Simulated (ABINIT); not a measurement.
# How La2O3 absorbs and reflects light

Wanted: where La2O3 starts to absorb, how strongly, and its refractive index.

Calculated with ABINIT 10.8.3; DFT, PBE, plane waves with norm-conserving potentials (PseudoDojo), scalar-relativistic, independent-particle linear optical response without local fields.

## Step 1: The starting structure

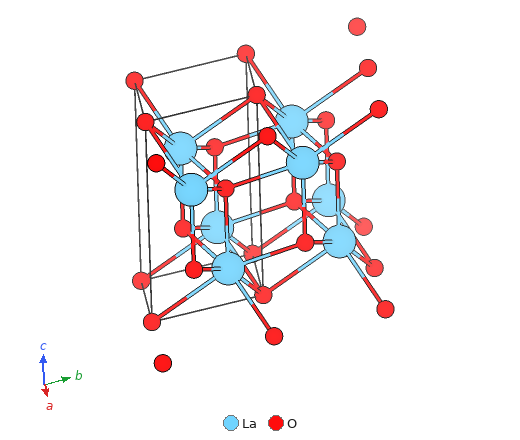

Start, viewed slightly off an axis; lanthanum blue, oxygen red. 2×2×1 cells are drawn. Bonds to atoms that aren't drawn are left out. Some periodic images of atoms are drawn too.

## Step 2: Ground state, bands and velocity matrix elements

The self-consistent density comes first; it also tells whether there is a gap, which decides the occupations and the need for a Drude term.

This step: DFT, PBE, plane waves with norm-conserving potentials (PseudoDojo), scalar-relativistic, ground state, bands at fixed density and velocity matrix elements (ABINIT 10.8.3).

The input, run.abi:

```
# ground state, bands on a dense mesh, and the derivatives d/dk of the wave functions
ndtset 3

ngkpt1 7 7 4
shiftk1 0.0 0.0 0.0
tolvrs1 1.0d-12
nband1 24
prtden1 1

iscf2 -2
getden2 1
ngkpt2 9 9 5
shiftk2 0.0 0.0 0.0
kptopt2 1
nband2 56
nbdbuf2 4
tolwfr2 1.0d-14

optdriver3 8
wfk_task3 "wfk_ddk"
prtevk3 1
getwfk3 2
getden3 1
iscf3 -2
ngkpt3 9 9 5
shiftk3 0.0 0.0 0.0
kptopt3 1
nband3 56

nshiftk 1
occopt 3
tsmear 0.001837
ecut 45.0
nstep 80
iomode 3
chksymbreak 0
chkprim 0
chksymtnons 0
acell 3*1.0 Angstrom
rprim
  3.930777878010 0.000000000000 0.000000000000
  -1.965388939005 3.404153498991 0.000000000000
  0.000000000000 0.000000000000 6.111953520000
natom 5
ntypat 2
znucl 57 8
typat 1 1 2 2 2
xred
  0.333333333333 0.666666666667 0.246235680000
  0.666666666667 0.333333333333 0.753764320000
  0.000000000000 0.000000000000 0.000000000000
  0.333333333333 0.666666666667 0.645890650000
  0.666666666667 0.333333333333 0.354109350000
pseudos "La.upf, O.upf"
```

Run with:

```
$ mpirun -n 4 abinit run.abi
```

Numbers of over 12 decimals in the logs are rounded to 6 here.

Output:

```text
DATASET    1 : space group P-3 m 1 (#164); Bravais hP (primitive hexag.)
 DATASET    2 : space group P-3 m 1 (#164); Bravais hP (primitive hexag.)
 DATASET    3 : space group P-3 m 1 (#164); Bravais hP (primitive hexag.)
            ngfft          48      48      72
                         0.03061    0.03061    0.01020    0.03061    0.03061    0.03061
                         0.03061    0.03061    0.03061    0.06122    0.06122    0.06122
                         0.06122    0.06122    0.00510    0.03061    0.03061    0.03061
                         0.03061    0.06122    0.03061    0.03061
                         0.02963    0.02963    0.01481    0.01481    0.02963    0.00494
                         0.00494    0.01481    0.01481    0.01481    0.01481    0.01481
                         0.01481    0.01481    0.01481    0.02963    0.02963    0.02963
                         0.02963    0.02963    0.02963    0.02963    0.02963    0.02963
                         0.00988    0.00494    0.01481    0.01481    0.01481    0.01481
                         0.01481    0.01481    0.01481    0.01481    0.02963    0.02963
                         0.02963    0.02963    0.02963    0.02963    0.02963    0.02963
                         0.02963    0.02963    0.01481    0.01481    0.02963    0.00494
                         0.00494    0.01481    0.01481    0.01481    0.01481    0.01481
                         0.01481    0.01481    0.01481    0.02963    0.02963    0.02963
                         0.02963    0.02963    0.02963    0.02963    0.02963    0.02963
                         0.00988    0.00494    0.01481    0.01481    0.01481    0.01481
                         0.01481    0.01481    0.01481    0.01481    0.02963    0.02963
[...]
== DATASET  1 ==================================================================
 Real(R)+Recip(G) space primitive vectors, cartesian coordinates (Bohr,Bohr^-1):
 R(1)=  7.4280937  0.0000000  0.0000000  G(1)=  0.1346240  0.0777252  0.0000000
 R(2)= -3.7140468  6.4329178  0.0000000  G(2)=  0.0000000  0.1554505  0.0000000
 R(3)=  0.0000000  0.0000000 11.5499182  G(3)=  0.0000000  0.0000000  0.0865807
 Unit cell volume ucvol=  5.5190494E+02 bohr^3
 Angles (23,13,12)=  9.00000000E+01  9.00000000E+01  1.20000000E+02 degrees
 getcut: wavevector=  0.0000  0.0000  0.0000  ngfft=  48  48  72
     iter   Etot(hartree)      deltaE(h)  residm     vres2
 ETOT  1  -119.63135790463    -1.196E+02 1.463E-01 2.629E+03
 ETOT  2  -119.00316781449     6.282E-01 6.966E-02 5.958E+03
 ETOT  3  -120.19306429322    -1.190E+00 1.171E-02 2.171E+01
 ETOT  4  -120.20695971904    -1.390E-02 1.598E-02 2.857E+01
 ETOT  5  -120.20876283647    -1.803E-03 8.040E-03 1.911E+01
 ETOT  6  -120.21054999351    -1.787E-03 7.507E-03 1.036E+01
 ETOT  7  -120.21134441417    -7.944E-04 5.157E-03 4.268E+00
 ETOT  8  -120.21192239937    -5.780E-04 3.766E-03 2.627E-01
 ETOT  9  -120.21196642814    -4.403E-05 2.787E-03 1.442E-02
 ETOT 10  -120.21197205184    -5.624E-06 2.487E-03 1.598E-02
[... 16 further cycles ...]
 ETOT 27  -120.21197511262     2.743E-12 4.375E-04 1.645E-09
 ETOT 28  -120.21197511262    -5.542E-13 3.727E-04 3.230E-09
 ETOT 29  -120.21197511261     2.629E-12 4.475E-04 2.284E-09
 ETOT 30  -120.21197511262    -4.150E-12 3.710E-04 1.249E-09
 ETOT 31  -120.21197511262     1.606E-12 4.460E-04 4.774E-10
 ETOT 32  -120.21197511262     1.648E-12 3.601E-04 4.084E-10
 ETOT 33  -120.21197511261     1.762E-12 4.329E-04 2.596E-11
 ETOT 34  -120.21197511262    -2.686E-12 3.410E-04 9.323E-12
 ETOT 35  -120.21197511262     7.390E-13 4.096E-04 1.199E-12
 ETOT 36  -120.21197511262    -2.615E-12 3.155E-04 7.245E-13
 At SCF step   36       vres2   =  7.24E-13 < tolvrs=  1.00E-12 =>converged.
 Cartesian components of stress tensor (hartree/bohr^3)
  sigma(1 1)= -4.35973645E-05  sigma(3 2)=  0.00000000E+00
  sigma(2 2)= -4.35973645E-05  sigma(3 1)=  0.00000000E+00
  sigma(3 3)= -5.57177728E-05  sigma(2 1)=  0.00000000E+00
 Mean square residual over all n,k,spin=   31.751E-07; max=  31.553E-05
 Fermi (or HOMO) energy (hartree) =   0.29890   Average Vxc (hartree)=  -0.39552
 Eigenvalues (hartree) for nkpt=  28  k points:
 kpt#   1, nband= 24, wtk=  0.00510, kpt=  0.0000  0.0000  0.0000 (reduced coord)
  -0.87498   -0.86605   -0.40038   -0.35388   -0.33774   -0.26743   -0.26743   -0.25887
  -0.25887   -0.25498   -0.22702    0.13351    0.13351    0.14015    0.14015    0.14452
   0.16012    0.20687    0.20687    0.21645    0.37893    0.38925    0.38925    0.41071
   2.00000    2.00000    2.00000    2.00000    2.00000    2.00000    2.00000    2.00000
   2.00000    2.00000    2.00000    2.00000    2.00000    2.00000    2.00000    2.00000
   2.00000    2.00000    2.00000    2.00000    0.00000    0.00000    0.00000    0.00000
kinetic             :  5.05376239550815E+01
hartree             :  1.95203474904682E+01
xc                  : -2.94809042224772E+01
Ewald energy        : -9.79164538557400E+01
psp_core            :  5.67182290692993E+00
local_psp           : -6.81223480589588E+01
non_local_psp       : -4.22063327921722E-01
internal            : -1.20211975112618E+02
'-kT*entropy'       :  3.13238223906848E-15
total_energy        : -1.20211975112618E+02
total_energy_eV     : -3.27113448618171E+03
 Cartesian components of stress tensor (hartree/bohr^3)
  sigma(1 1)= -4.35973645E-05  sigma(3 2)=  0.00000000E+00
  sigma(2 2)= -4.35973645E-05  sigma(3 1)=  0.00000000E+00
  sigma(3 3)= -5.57177728E-05  sigma(2 1)=  0.00000000E+00
-Cartesian components of stress tensor (GPa)         [Pressure=  1.4015E+00 GPa]
== DATASET  2 ==================================================================
 Real(R)+Recip(G) space primitive vectors, cartesian coordinates (Bohr,Bohr^-1):
 R(1)=  7.4280937  0.0000000  0.0000000  G(1)=  0.1346240  0.0777252  0.0000000
 R(2)= -3.7140468  6.4329178  0.0000000  G(2)=  0.0000000  0.1554505  0.0000000
 R(3)=  0.0000000  0.0000000 11.5499182  G(3)=  0.0000000  0.0000000  0.0865807
 Unit cell volume ucvol=  5.5190494E+02 bohr^3
 Angles (23,13,12)=  9.00000000E+01  9.00000000E+01  1.20000000E+02 degrees
 getcut: wavevector=  0.0000  0.0000  0.0000  ngfft=  48  48  72
 Mean square residual over all n,k,spin=   55.792E-16; max=  99.988E-16
 Eigenvalues (hartree) for nkpt=  50  k points:
 kpt#   1, nband= 56, wtk=  0.00247, kpt=  0.0000  0.0000  0.0000 (reduced coord)
  -0.87498   -0.86605   -0.40038   -0.35388   -0.33774   -0.26743   -0.26743   -0.25887
  -0.25887   -0.25498   -0.22702    0.13351    0.13351    0.14015    0.14015    0.14452
   0.16012    0.20687    0.20687    0.21645    0.37893    0.38925    0.38925    0.41055
   0.41703    0.41706    0.41706    0.42496    0.42543    0.42624    0.42624    0.42655
   0.42989    0.42989    0.43037    0.43583    0.43583    0.48043    0.48471    0.50461
   0.50461    0.58459    0.58459    0.60046    0.60046    0.64739    0.67483    0.85535
   0.85535    0.85542    0.87985    0.87985    0.97256    1.01448    1.01448    1.03266
== DATASET  3 ==================================================================
            ngfft          48      48      72
[...]
0.03061    0.06122    0.03061    0.03061
[...]
0.02963    0.02963    0.02963    0.02963    0.02963    0.02963
                         0.02963    0.02963    0.01481    0.01481    0.02963    0.00494
                         0.00494    0.01481    0.01481    0.01481    0.01481    0.01481
                         0.01481    0.01481    0.01481    0.02963    0.02963    0.02963
                         0.02963    0.02963    0.02963    0.02963    0.02963    0.02963
                         0.00988    0.00494    0.01481    0.01481    0.01481    0.01481
                         0.01481    0.01481    0.01481    0.01481    0.02963    0.02963
                         0.02963    0.02963    0.02963    0.02963    0.02963    0.02963
[shortened to cell, iterations, levels, energies and stress; the echo of variables, forces, comments, warnings and credits are left out]
```

Run time: 5.5 min. Hardware: 4 MPI ranks of Arm Neoverse V2, shared host; peak memory 0.2 GiB; 22 min of CPU time.

Read-outs, printed or worked out from the files:

- total energy: -120.2 Ha
- gap on the k-mesh: 3.919 eV
- direct gap on the mesh: 3.984 eV

There is a gap, 3.92 eV on this mesh (points off the mesh can give less), so no carriers' term is needed.

## Step 3: Optical response

With the density converged, the vertical transitions are summed over the zone.

This step: DFT, PBE, plane waves with norm-conserving potentials (PseudoDojo), scalar-relativistic, independent-particle linear optical response without local fields (ABINIT 10.8.3).

The input, optic.abi:

```
&FILES
 ddkfile_1 = 'runo_DS3_1_EVK.nc',
 ddkfile_2 = 'runo_DS3_2_EVK.nc',
 ddkfile_3 = 'runo_DS3_3_EVK.nc',
 wfkfile = 'runo_DS2_WFK.nc'
/
&PARAMETERS
 broadening = 0.001837,
 domega = 0.0020212,
 maxomega = 0.80849,
 scissor = 0.0,
 tolerance = 0.002,
 nband_sum = 52
/
&COMPUTATIONS
 num_lin_comp = 2,
 lin_comp = 11, 33,
 num_nonlin_comp = 0,
 num_linel_comp = 0,
 num_nonlin2_comp = 0
/
```

Run with:

```
$ optic optic.abi
```

Output:

```text

 OPTIC has originally been developed by
 S. Sharma, J. K. Dewhurst and C. Ambrosch-Draxl, Phys. Rev. B 67, 165332 (2003), and
 S. Sharma and C. Ambrosch-Draxl, Physica Scripta T 109 (2004).

 rprimd(bohr)      =   7.42809   0.00000   0.00000
                      -3.71405   6.43292   0.00000
                       0.00000   0.00000  11.54992
 natom             =       5
 nkpt,mband        =      50      56
 ecut              =  45.00000 Ha
 newocc: new Fermi energy is       0.299717 , with nelect=     40.000000, Number of bisection calls: 5
 Fermi level: 8.1557  (eV)

 fermie            =   0.29972 Ha   8.15571 eV
 Scissor shift     =   0.00000 Ha
 Tolerance on closeness to singularities     =   0.00200 Ha
 Smearing factor      =   0.00184 Ha
 Will use the antiresonant approximation (meaning that the antiresonant terms are neglected)
 Will not perform the bands decomposition
 linear coeffs to be calculated :
 11 33
 non-linear coeffs to be calculated :

 electronic part of electro-optic coeffs to be calculated :

 non-linear coeffs (V2) to be calculated :

 linear optic matrix elements will be printed :0
 optic : Call pmat2cart
 No scissor shift to be applied. Returning to main optic routine.
 optic : Call linopt
  linopt            1           1
 calculated the component:           1           1   of dielectric function
  with broadening:         (0.000000,1.83700000000000009E-003)
 and scissors shift:   0.000000
 energy window:   50.100669      eV   1.841166      Ha
  linopt            3           3
 calculated the component:           3           3   of dielectric function
  with broadening:         (0.000000,1.83700000000000009E-003)
 and scissors shift:   0.000000
 energy window:   50.100669      eV   1.841166      Ha
 optic : Call nlinopt
 optic : Call linelop
 optic : Call nonlinopt

================================================================================

 Calculation completed.
-
program: optic
version: 10.8.3
start_datetime:
end_datetime:
overall_cpu_time:           0.5
overall_wall_time:           0.5
mpi_procs: 1
omp_threads: 1
...
```

Run time: 1 s. Hardware: 1 thread; peak memory 0.06 GiB.

Read-outs, printed or worked out from the files:

```
electronic dielectric constant ε∞, mean over x, y and z (by symmetry where fewer were run) : 4.743
centre of weight of the strongest loss peak in the window                                  : 13.15 eV
```

The Im ε has structure finer than the step of the table below, so its rows give means over 1 eV, whole bins alone (the curve runs from 0.0550 to 17.0 eV). Peaks (eV: height): E ∥ x 5.0: 4.64, 6.4: 6.71, 7.2: 8.15, 8.1: 5.45, 8.7: 5.75, 9.8: 8.60; E ∥ z 6.0: 7.92, 6.5: 6.61, 7.5: 7.30, 9.1: 6.67, 9.8: 7.02, 16.2: 2.22.

Sum at mesh points, not converged in k; values under the direct gap are tails of Lorentzian lines. Table of Im ε by photon energy; means over each step:

```
photon energy (eV)    E ∥ x    E ∥ z
                 1  0.00751  0.00752
                 2   0.0182   0.0182
                 3   0.0418   0.0423
                 4    0.607    0.684
                 5     3.62     3.63
                 6     5.80     6.26
                 7     5.93     5.75
                 8     5.06     4.79
                 9     5.41     5.62
                10     6.37     4.85
                11     2.42     1.49
                12     1.30    0.767
                13    0.625    0.363
                14    0.676    0.515
                15    0.918    0.867
                16     1.18     1.69
```

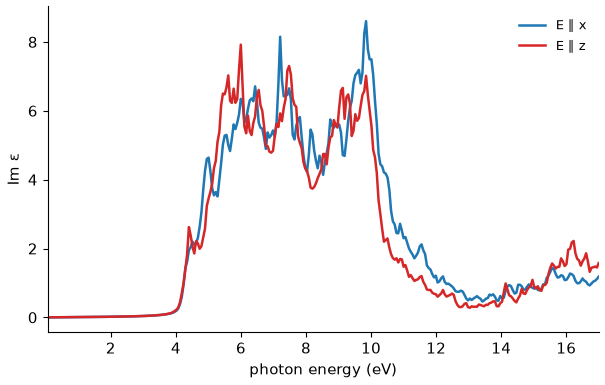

Im ε against photon energy.

The reflectivity at normal incidence has structure finer than the step of the table below, so its rows give means over 1 eV, whole bins alone (the curve runs from 0.0550 to 17.0 eV). Peaks (eV: height): E ∥ x 7.2: 32.9, 10.6: 52.8, 11.7: 47.5; E ∥ z 6.0: 32.0, 7.5: 32.8, 10.3: 57.0, 11.7: 41.3, 12.6: 24.7, 16.2: 11.9.

Sum at mesh points, not converged in k. Table of reflectivity at normal incidence by photon energy; means over each step:

```csv
photon energy (eV),E ∥ x (%),E ∥ z (%)
1,14.1,13.8
2,14.9,14.6
3,16.6,16.4
4,21.1,21.0
5,25.2,26.0
6,27.1,27.8
7,26.9,26.3
8,25.3,25.3
9,26.0,28.4
10,42.4,45.5
11,46.1,45.4
12,41.4,29.6
13,23.1,7.09
14,4.05,1.75
15,3.99,4.44
16,5.71,8.77
```

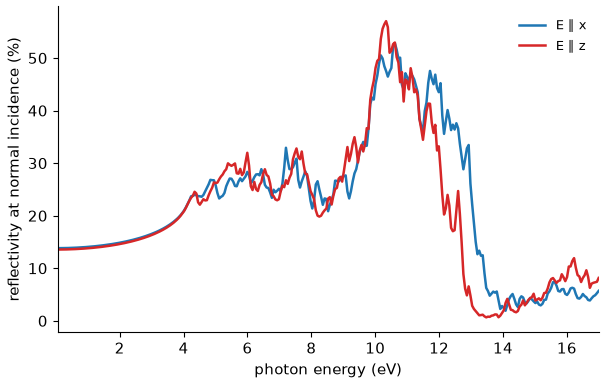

Reflectivity at normal incidence, plotted against photon energy.

The loss function −Im 1/ε at q → 0 has structure finer than the step of the table below, so its rows give means over 1 eV, whole bins alone (the curve runs from 0.0550 to 17.0 eV). Peaks (eV: height): E ∥ x 13.1: 1.97; E ∥ z 12.6: 2.70.

Sum at mesh points, not converged in k; values under the direct gap are tails of Lorentzian lines. The loss function −Im 1/ε at q → 0 by energy loss; means over each step:

```
energy loss (eV)    E ∥ x    E ∥ z
               1   3.2e-4   3.3e-4
               2   6.9e-4   7.2e-4
               3  0.00129  0.00133
               4  0.00936   0.0109
               5   0.0503   0.0429
               6   0.0879    0.102
               7    0.121    0.131
               8    0.174    0.193
               9    0.157    0.161
              10    0.139    0.158
              11    0.264    0.385
              12    0.497     1.13
              13     1.39     1.11
              14    0.720    0.266
              15    0.446    0.202
              16    0.437    0.264
```

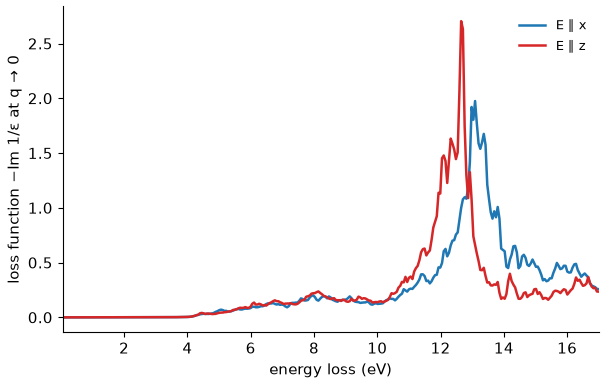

Loss function −Im 1/ε at q → 0, plotted against energy loss.

Optical constants at common wavelengths, from n + ik = √ε:

| wavelength (nm) | n x | k x | R (%) x | 1/α x | n z | k z | R (%) z | 1/α z |
| --- | --- | --- | --- | --- | --- | --- | --- | --- |
| 1064 | 2.21 | 0.002 | 14.2 | 42 µm | 2.19 | 0.002 | 13.9 | 42 µm |
| 800 | 2.22 | 0.003 | 14.4 | 23 µm | 2.21 | 0.003 | 14.2 | 23 µm |
| 633 | 2.25 | 0.004 | 14.8 | 13 µm | 2.23 | 0.004 | 14.6 | 13 µm |
| 532 | 2.28 | 0.005 | 15.3 | 8.5 µm | 2.27 | 0.005 | 15.0 | 8.4 µm |
| 405 | 2.38 | 0.009 | 16.7 | 3.7 µm | 2.37 | 0.009 | 16.5 | 3.6 µm |
| 365 | 2.45 | 0.012 | 17.7 | 2.4 µm | 2.44 | 0.012 | 17.5 | 2.4 µm |
| 308 | 2.70 | 0.038 | 21.1 | 645 nm | 2.69 | 0.043 | 21.0 | 567 nm |

Below the direct gap, k and the depth come from the tails of the Lorentzian lines, not from transitions.

Rows near the edge hang on the gap, which this functional as a rule makes too small, and phonon-assisted absorption is left out.

## Step 4: What came out

* electronic dielectric constant ε∞, mean over x, y and z (by symmetry where fewer were run) (independent particles): 4.74
* centre of weight of the strongest loss peak in the window, first axis: 13.2 eV

What this shows: At this level (PBE, independent particles) La2O3 has a mean ε∞ = 4.74 and n = 2.19 at 1550 nm (E ∥ x). On the mesh the gap is 3.92 eV and the least direct gap 3.98 eV, so on this mesh the band edges lie at different points. The static values by axis are 4.77 (x), 4.69 (z). Excitons and phonon-assisted transitions are missing, and so are local fields; PBE gaps are as a rule too small, which pulls the onset down and ε∞ up. Spin-orbit coupling is left out although heavy atoms are present. The curves end at 17 eV, about where the summed bands run out. The sum runs over mesh points 0.21 Å⁻¹ apart with no interpolation, so peaks are partly noise of the mesh and static values carry its error. Besides steps told in other documents, this task had 1 run with a known fault of program or setting; those not told in a step above aren't shown.

[Logs are printed without paths, hosts, clocks, repeated set-up lines and the standing remarks that a program may print on its own settings, such as how far it seeks lower states.]

[Hosts, paths, dates, database ids (printed as entryN), source tags and the programs' standing remarks are cut or masked in the printed files.]
